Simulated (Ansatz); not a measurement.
# Ba_i (4-fold void) in BaLa2S4 (I-42d): charge-transition levels and formation energies

Charge states of Ba_i (4-fold void) in BaLa2S4 (I-42d), set against the band edges. Model: a cell of 56 host atoms with 1 Ba put in.

Program: Ansatz 0.2.0. Level of theory: place-levels on PBEsol runs: charge-transition levels and formation energies with image-charge correction and potential alignment at the atomic sites. Results are calculated unless marked as measured.

### Step 1. Set-up

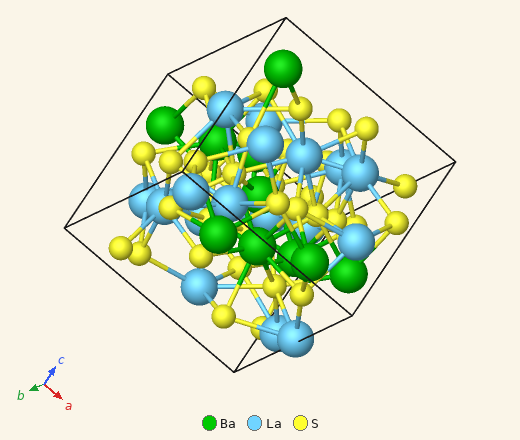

The starting structure, seen from a free direction (barium green, lanthanum blue, sulfur yellow). Some periodic images of atoms are drawn too.

The cell holds 57 atoms: 9 Ba, 16 La and 32 S. Its edges and angles: a = 12.447 Å, b = 12.447 Å, c = 12.477 Å, α = 59.9°, β = 59.9°, γ = 60.2°. It derives from BaLa2S4 (space group I-42d). Nearest the centre at fractional (0.632, 0.753, 0.474): Ba57 at 0.00 Å, S54 at 2.43 Å, Ba8 at 2.43 Å, S31 at 2.43 Å, S52 at 2.43 Å, S39 at 2.71 Å, La11 at 2.76 Å, La19 at 2.78 Å.

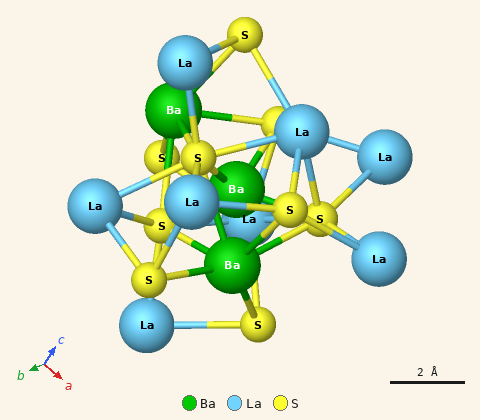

The atoms within 5 Å of the centre.

Screening for the image-charge correction: ε∞ = (7.76, 7.76, 7.54), ε0 = (20.97, 20.97, 18.13), from a response run on this crystal (DFPT, PBEsol) at that run's own cell.

The cell's shortest repeat is 12.4 Å.

### Step 2. What was run first

Levels follow from differences of total energies between charge states, each relaxed by itself.

Each atom starts 0.05 Å or so off its site in a random direction. Forces are taken at one point at (¼, ¼, ¼). The cell holds 1 electron more than the neutral one, with a uniform background that keeps it neutral on the whole. The electron count is odd, so at least one spin is unpaired; this run locks the moment at 1 μB.

The sampling was tested on the host first: at the k-points planned (1x1x1 shifted 0.25 0.25 0.25) its energy lies 0.005 eV an atom from the dense-mesh value, under the bound of 0.02 eV set for this test; that bounds the host's error, not the defect's.

One state's input; the others differ in charge, spin, start and seed, and in occupations where the table says so.

qm1_M1.relax/input.yaml reads:

```yaml
crystal:
  lattice:
    - [0.0, 8.82241619, 8.7801378]
    - [8.82241619, 0.0, 8.7801378]
    - [8.82241619, 8.82241619, 0.0]
  atoms:
    - { symbol: Ba, position: [0.125, 0.625, 0.375] }
    - { symbol: Ba, position: [0.375, 0.875, 0.625] }
[... 5 atom lines left out ...]
    - { symbol: Ba, position: [0.75, 0.75, 0.25] }
[... 2 atom lines left out ...]
    - { symbol: La, position: [0.62368137, 0.50131863, 0.62631863] }
[... 1 atom line left out ...]
    - { symbol: La, position: [-0.00131863, 0.37631863, 0.37368137] }
    - { symbol: La, position: [0.24868137, 0.62631863, 0.62368137] }
[... 1 atom line left out ...]
    - { symbol: La, position: [0.74868137, 0.12631863, 0.12368137] }
[... 1 atom line left out ...]
    - { symbol: La, position: [0.50131863, 0.62368137, 0.24868137] }
    - { symbol: La, position: [0.75131863, 0.87368137, 0.49868137] }
[... 2 atom lines left out ...]
    - { symbol: La, position: [0.37631863, -0.00131863, 0.25131863] }
[... 1 atom line left out ...]
    - { symbol: La, position: [0.87631863, 0.49868137, 0.75131863] }
[... 1 atom line left out ...]
    - { symbol: S, position: [0.48611748, 0.07415068, 0.59321553] }
[... 4 atom lines left out ...]
    - { symbol: S, position: [0.57415068, 0.98611748, 0.34651631] }
[... 3 atom lines left out ...]
    - { symbol: S, position: [0.71821553, 0.47151631, 0.36111748] }
[... 3 atom lines left out ...]
    - { symbol: S, position: [0.61111748, 0.69915068, 0.72151631] }
[... 4 atom lines left out ...]
    - { symbol: S, position: [0.94915068, 0.86111748, 0.21821553] }
[... 1 atom line left out ...]
    - { symbol: S, position: [0.34321553, 0.59651631, 0.82415068] }
    - { symbol: S, position: [0.59321553, 0.84651631, 0.07415068] }
[... 4 atom lines left out ...]
    - { symbol: S, position: [0.84651631, 0.59321553, 0.48611748] }
[... 1 atom line left out ...]
    - { symbol: S, position: [0.47151631, 0.71821553, 0.44915068] }
[... 2 atom lines left out ...]
    - { symbol: Ba, position: [0.632083, 0.75298, 0.473742] }
  host:
    repeats: [1, 1, 1]
    atoms:
      - { symbol: Ba, position: [0.125, 0.625, 0.375] }
      - { symbol: Ba, position: [0.375, 0.875, 0.625] }
      # ... 54 more atoms of the perfect host
total_charge: -1
basis:
  ecutwfc: 420
  xc_grid: 2
hamiltonian:
  xc: pbesol
kpoints:
  mp_grid: { grid: [1, 1, 1], shift: [0.25, 0.25, 0.25] }
magnetization:
  spin_polarized: true
  initial_magnetization: 1
  spin_locking: { lock_magnetization: hard }
scf:
  occupations: { method: fixed }
  max_iter: 100
output:
  forces: true
  charged_corrections:
    epsilon: [7.76, 7.76, 7.54]
    static_epsilon: [20.97, 20.97, 18.13]
    defect_position: [0.632083, 0.75298, 0.473742]
relax:
  f_tol: 0.02
  max_steps: 80
  random_displacement: { amplitude: 0.05, seed: 673 }
checkpoint:
  write: "../qm1_M1.relax.run"
  compress: false
  write_wavefunctions: true
  write_every: 100000
```

The run is started by

```
$ ansatz run input.yaml --threads 4 --pin off --max-ram 14131MiB --backend cpu --events-out ev --progress --plain --runs-dir out
```

Defect states can disperse in a cell of this size, so the energy is taken again at a 2×2×2 shifted mesh, on the relaxed structure.

The run of this state that the levels use, under PBEsol:

qm1_M1.point/input.yaml reads:

```yaml
crystal:
  checkpoint: "../qm1_M1.relax.run"
  host: checkpoint
total_charge: -1
basis:
  ecutwfc: 420
  xc_grid: 2
hamiltonian:
  xc: pbesol
kpoints:
  mp_grid: { grid: [2, 2, 2], shift: [0.5, 0.5, 0.5] }
magnetization:
  spin_polarized: true
  initial_magnetization: 1
  spin_locking: { lock_magnetization: hard }
scf:
  occupations: { method: fermi_dirac, width: 0.01 }
  max_iter: 100
output:
  forces: true
  eigenvalues: true
  charged_corrections:
    epsilon: [7.76, 7.76, 7.54]
    static_epsilon: [20.97, 20.97, 18.13]
    defect_position: [0.632083, 0.75298, 0.473742]
  eigenstates: { localisation: true }
  populations: true
  efg: {}
checkpoint:
  read: "../qm1_M1.relax.run"
  write: "../qm1_M1.point.run"
  compress: false
  write_wavefunctions: false
  write_every: 100000
```

Relaxations under PBEsol at one point at (¼, ¼, ¼); times on 4 threads of Arm Neoverse V2, shared host:

```tsv
charge	moment (μB)	occupations	outcome	steps	largest displacement against the far atoms (Å)	time
−1	1	fixed	converged	8	0.41	5.3 min
0	0	fixed	converged	8	0.35	2.2 min
+1	1	fixed	converged	8	0.37	4.8 min
+2	0	fixed	converged	8	0.43	2.1 min
0	2	fixed	converged	18	0.50	11 min
```

Single points under PBEsol at a 2×2×2 shifted mesh; times on 4 threads of Arm Neoverse V2, shared host:

```tsv
charge	moment (μB)	occupations	outcome	time
−1	1	fermi-dirac	converged	6.2 min
0	0	fermi-dirac	converged	2.8 min
+1	1	fermi-dirac	converged	5.8 min
+2	0	fermi-dirac	converged	2.2 min
0	2	fermi-dirac	converged	6.7 min
```

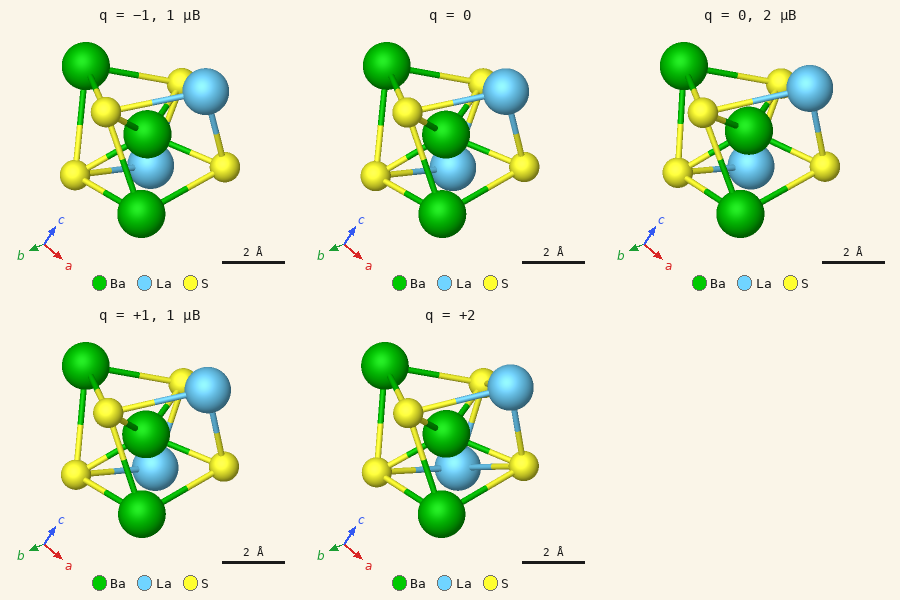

The structures near the centre after relaxation with PBEsol, by charge.

Distances (Å) from Ba57 to the nearest atoms after relaxation with PBEsol:

```tsv
charge	moment (μB)	1.	2.	3.	4.	5.	6.
−1	1	S 2.73	S 2.74	S 2.78	S 2.78	La 3.00	Ba 3.02
0	0	S 2.75	S 2.75	S 2.76	S 2.76	La 3.01	La 3.01
0	2	S 2.72	S 2.74	S 2.77	S 2.80	La 2.98	Ba 3.06
+1	1	S 2.74	S 2.74	S 2.75	S 2.75	Ba 3.04	Ba 3.05
+2	0	S 2.72	S 2.72	S 2.74	S 2.75	Ba 3.07	Ba 3.07
```

### Step 3. Levels against the band edges, PBEsol

A charged cell interacts with its images and the background, and its potential has another zero than the host's. place-levels removes the first by a point-charge model, screened by the static dielectric constant since the ions have relaxed around the charge, and the second by comparing potentials at atoms far from the defect.

The host is a run of the defect-free crystal in the same cutoffs, grids and k-points, so that basis and sampling errors cancel in part in the differences. Its band edges come from a run of the primitive cell that searches the zone for them. Chemical potentials are energies per atom of Ba (bcc), run with the same functional and cutoff.

levels.point.yaml reads:

```yaml
host:
  run: host.point.run
  levels_from: { run: edges.point.run }
states: [qm1_M1.point.run, q0.point.run, qp1_M1.point.run, qp2.point.run, q0_M2.point.run]
geometry_from:
  qm1_M1.point.run: qm1_M1.relax.run
  q0.point.run: q0.relax.run
  qp1_M1.point.run: qp1_M1.relax.run
  qp2.point.run: qp2.relax.run
  q0_M2.point.run: q0_M2.relax.run
  host.point.run: host.relax.run
chemical_potentials:
  Ba:
    energy: -5862.611346
    dataset: <sha256 of the dataset>
epsilon: [7.76, 7.76, 7.54]
static_epsilon: [20.97, 20.97, 18.13]
vertical:
  - { from: qm1_M1.point.run, to: qm1_M1.point_neutral.run }
  - { from: qp1_M1.point.run, to: qp1_M1.point_neutral.run }
  - { from: qp2.point.run, to: qp2.point_neutral.run }
```

The run is started by

```
$ ansatz place-levels levels.point.yaml -- --threads 4 --pin off --max-ram 14131MiB
```

Numbers of over 12 decimals in the logs are rounded to 6 here.

The program printed:

```text
[... repeated set-up lines and file paths are left out, and long positions are rounded to six places ...]
(+2/+1) 1.484 eV above the valence edge, 0.441 eV under the conduction edge
(+1/0) 1.720 eV above the valence edge, 0.205 eV under the conduction edge
(0/-1) 1.955 eV above the valence edge (+2.011 eV without the band-filling correction), in the conduction band
formation energy of charge +2: +1.719 eV with the Fermi level at the valence edge
formation energy of charge +1: +3.203 eV with the Fermi level at the valence edge
formation energy of charge 0: +4.923 eV with the Fermi level at the valence edge
formation energy of charge -1: +6.878 eV with the Fermi level at the valence edge
vertical -1 to 0: no energy, since no alignment is typed
  the change from vertical[0].from (qm1_M1.point.run) to vertical[0].to (qm1_M1.point_neutral.run): by its potential at epsilon [7.76, 7.76, 7.54] it stands at 0.697 0.718 0.574, with an rms radius of about 5.9 Å (2.4 4.8 2.5 Å across the planes of the cell's [...]
vertical +1 to 0: no energy, since no alignment is typed
  the change from vertical[1].from (qp1_M1.point.run) to vertical[1].to (qp1_M1.point_neutral.run): by its potential at epsilon [7.76, 7.76, 7.54] it stands at 0.651 0.722 0.518, with an rms radius of about 4.8 Å (2.7 3.0 2.7 Å across the planes of the cell's [...]
vertical +2 to 0: no energy, since no alignment is typed
  the change from vertical[2].from (qp2.point.run) to vertical[2].to (qp2.point_neutral.run): by its potential at epsilon [7.76, 7.76, 7.54] it stands at 0.656 0.712 0.521, with an rms radius of about 4.9 Å (2.7 3.0 2.7 Å across the planes of the cell's [...]
  edges by pbesol of host.levels_from (edges.point.run), its mesh sampled to repeats of 38.14 Å (the valence edge +0.079 eV and the conduction edge -0.143 eV from those of the host's own run), gap 1.925 eV; the host is sampled to repeats of 24.89 Å
  the defect's cells are sampled to repeats of 24.89 Å, like sampling
  charge +2: -179801.5043 eV with its correction of +1.153 eV, at epsilon [20.97, 20.97, 18.13], aligned at sites: +0.3892 eV, mean over 16 atomic sites at or beyond 6.22 Å from the defect at [0.6321, 0.7530, 0.4737], with -0.002039 for the charge's moments [...]
  charge +1: -179791.0521 eV with its correction of +0.490 eV, at epsilon [20.97, 20.97, 18.13], aligned at sites: +0.3958 eV, mean over 16 atomic sites at or beyond 6.22 Å from the defect at [0.6321, 0.7530, 0.4737], with -0.003082 for the charge's moments [...]
  charge 0: +0.000 eV for its dipole among its images, +0.044 omitted
  charge -1: -179769.3846 eV with its correction of -0.345 eV, at epsilon [20.97, 20.97, 18.13], aligned at sites: +0.4392 eV, mean over 16 atomic sites at or beyond 6.22 Å from the defect at [0.6321, 0.7530, 0.4737], with -0.000950 for the charge's moments [...]
  charge 0: states[4] (q0_M2.point.run) stands 0.130 eV higher, with a moment of 2.00 μB against 0.00
  of states[3] (qp2.point.run): it parts from the run at its places by a charge that spreads by about 3 Å along one vector (1.8 Å or more is wide), by its potential at epsilon [7.76, 7.76, 7.54], taken for that of held ions (one typed too small widens it), [...]
  of states[2] (qp1_M1.point.run): it parts from the run at its places by a charge that spreads by about 3 Å along one vector (1.8 Å or more is wide), by its potential at epsilon [7.76, 7.76, 7.54], taken for that of held ions (one typed too small widens it), [...]
  of states[1] (q0.point.run): its displacements don't fall off away from the defect: farther atoms stand 0.047 Å off the host's places. [...]
  of states[0] (qm1_M1.point.run): it parts from the run at its places by a charge that spreads by about 4.8 Å along one vector (1.8 Å or more is wide), by its potential at epsilon [7.76, 7.76, 7.54], taken for that of held ions (one typed too small widens [...]
  of states[4] (q0_M2.point.run): its displacements don't fall off away from the defect: farther atoms stand 0.052 Å off the host's places. [...]
  of vertical[0].from (qm1_M1.point.run): its displacements don't fall off away from the defect: farther atoms stand 0.049 Å off the host's places. [...]
  of vertical[0].to (qm1_M1.point_neutral.run): its displacements don't fall off away from the defect: farther atoms stand 0.049 Å off the host's places. [...]
  of vertical[1].from (qp1_M1.point.run): its displacements don't fall off away from the defect: farther atoms stand 0.05 Å off the host's places. [...]
  vertical[1].to (qp1_M1.point_neutral.run): levels filled in part (TS 0.001 eV): its energy is of no whole electron's
  of vertical[1].to (qp1_M1.point_neutral.run): its displacements don't fall off away from the defect: farther atoms stand 0.05 Å off the host's places. [...]
  of vertical[2].from (qp2.point.run): its displacements don't fall off away from the defect: farther atoms stand 0.056 Å off the host's places. [...]
  vertical[2].to (qp2.point_neutral.run): levels filled in part (TS 0.006 eV): its energy is of no whole electron's
  of vertical[2].to (qp2.point_neutral.run): its displacements don't fall off away from the defect: farther atoms stand 0.056 Å off the host's places. [...]
```

The job ended after 0.45 s (4 threads of Arm Neoverse V2, shared host).

Under PBEsol the gap is 1.92 eV, (+2/+1) 1.48, (+1/0) 1.72, (0/−1) 1.96 (outside the gap) (with band filling) eV.

Levels between the charges placed, in eV above the valence top:

```tsv
	gap (eV)	(+2/+1)	(+1/0)	(0/−1)
PBEsol	1.92	1.48	1.72	1.96
```

Corrections by state:

```tsv
charge	moment (μB)	image terms and alignment (eV)	band filling (eV)	ε used	over the lowest of its charge, as the program ranks them, band filling apart (eV)
+2	0.0	1.153	-	principal values (18.13, 20.97, 20.97)	0.000
+1	1.0	0.490	-	principal values (18.13, 20.97, 20.97)	0.000
0	0.0	0.000	-	-	0.000
−1	1.0	-0.345	-0.055	principal values (18.13, 20.97, 20.97)	0.000
0	2.0	0.000	-	-	0.130
```

The charged structures listed were also run neutral, and place-levels reads from each pair, by the potential or the spins, how wide the charge is by which they differ; that can be the carrier of either run.

```tsv
charge	rms radius (Å)	spread where it is widest against the cell (Å)	wide from (Å)	reading
+2	4.9	3.02	1.76	wide
+1	4.8	2.99	1.76	wide
−1	5.9	4.83	1.76	wide
```

The neutral runs of these pairs need not share the spin of the lowest neutral state, and very wide values only mean spread over the cell.

From the program's caveats on the states, each cut to its opening words:

- charge +2, +1 (1 μB): it parts from the run at its places by a charge that spreads by about 3 Å along one vector (1.8 Å or more is wide), by its potential at epsilon [7.76, 7.76, [...]
- charge +2: its displacements don't fall off away from the defect: farther atoms stand 0.056 Å off the host's places
- charge +1 (1 μB): its displacements don't fall off away from the defect: farther atoms stand 0.05 Å off the host's places
- charge 0: its displacements don't fall off away from the defect: farther atoms stand 0.047 Å off the host's places
- charge −1 (1 μB): it parts from the run at its places by a charge that spreads by about 4.8 Å along one vector (1.8 Å or more is wide), by its potential at epsilon [7.76, 7.76, [...]
- charge −1 (1 μB): a band-filling correction moves a carrier to the host's band edge, which changes its energy by -0.055 eV
- charge −1 (1 μB): the host's ions (past the first shell or, of a walk that freed a part, those that it held) aren't shown at rest: they stand up to 0.139 Å off their sites, 2.11 [...]
- charge −1 (1 μB): its displacements don't fall off away from the defect: farther atoms stand 0.049 Å off the host's places
- charge 0 (2 μB): its displacements don't fall off away from the defect: farther atoms stand 0.052 Å off the host's places
- charge 0 (2 μB): its moments are held at its close (magnetization.spin_locking), by a field of 0.052 eV a Bohr magneton, and its energy and levels are of the state that this [...]

Chemical potentials of the elements' reference phases, run alike. Formation energies (elemental references), with the Fermi level at the valence top and at the conduction bottom (gap 1.92 eV):

```tsv
charge	at valence top (eV)	at conduction bottom (eV)	correction included (eV)
+2	1.72	5.57	1.15
+1	3.20	5.13	0.49
0	4.92	4.92	0.00
−1	6.88	4.95	-0.40
```

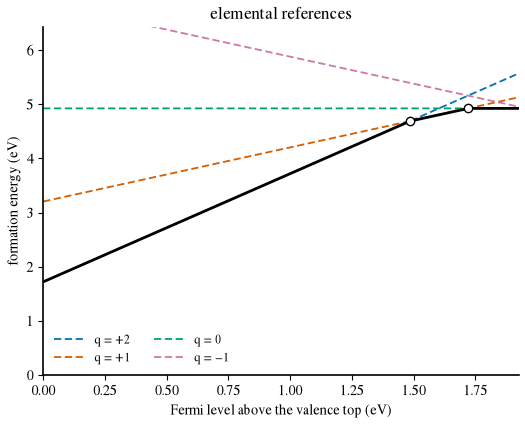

Formation energy against Fermi level; the thick line follows the lowest charge state and circles mark the transition levels.

The charge transition levels (eV, zero at the valence-band top of the host):

```tsv
	conduction bottom	valence top
Ba_i (4-fold void)	1.92	0.00
```

```tsv
	level	energy (eV)
Ba_i (4-fold void)	(+2/+1)	1.48
Ba_i (4-fold void)	(+1/0)	1.72
Ba_i (4-fold void)	(0/−1)	1.96
```

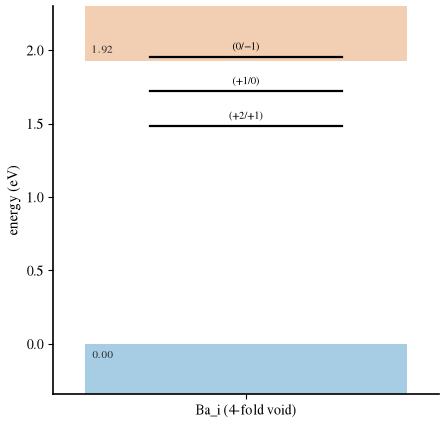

Charge transition levels. Shaded: valence and conduction bands.

[end of part 1 of 2]

[Logs are printed without paths, hosts, clocks, repeated set-up lines and the standing remarks that a program may print on its own settings, such as how far it seeks lower states.]

[Hosts, paths, dates, database ids (printed as entryN), source tags and the programs' standing remarks are cut or masked in the printed files.]

[Where a table of states has a column of steps, it counts the stored structures, which are thinned; the runs took as many ionic steps or more.]

[A defect's name tells the site on which it was built; relaxed atoms can leave that site.]

[For some hosts the program warned that the k-mesh of the response run may be too coarse for force constants and the static dielectric constant; such warnings are not shown here.]
